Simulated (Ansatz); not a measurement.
Input

```
crystal:
  periodic: [false, false, false]
  atoms:
    - {symbol: H, position_ang: [-0.665864, -0.721190, 0.381613]}
    - {symbol: C, position_ang: [0.352942, -0.347028, 0.542209]}
    - {symbol: O, position_ang: [0.755674, 0.559603, -0.458184]}
    - {symbol: H, position_ang: [-2.055476, 0.302965, -2.070183]}
    - {symbol: H, position_ang: [1.035752, -1.195912, 0.498130]}
    - {symbol: H, position_ang: [0.412972, 0.086909, 1.548031]}
    - {symbol: H, position_ang: [0.164000, 1.314652, -0.441416]}
basis:
  gaussian: {orbitals: def2-TZVPP}
magnetization: {spin_polarized: true, initial_magnetization: 1}
hamiltonian: {xc: pbe0, dispersion: d4}
output: {orbitals: {seedname: orbitals}}
```

Command:

```sh
ansatz run in.yaml --threads 2 --pin off --events-out ev --progress --plain --max-ram 4352MiB
```

The reactant side of a reaction path; geometry: PBE0-D4/def2-TZVP.

The calculation used UKS PBE0-D4/def2-TZVPP in Ansatz 0.2.0.

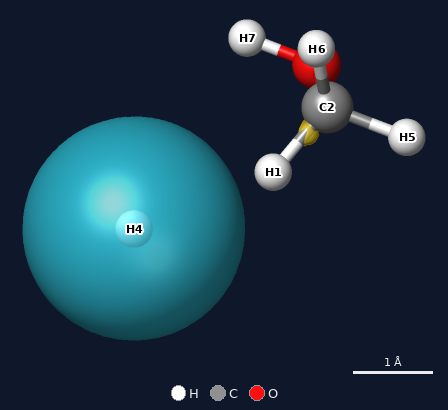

CH4O···H (doublet). The HOMO−1 (α) at ±0.1 Å⁻³ᐟ² (yellow and cyan are the two phases), seen at an oblique angle.

Where does this orbital lie, and at what energy?

By Hirshfeld shares it lies mainly on H4 (about 95 %). Its energy is −9.16 eV.
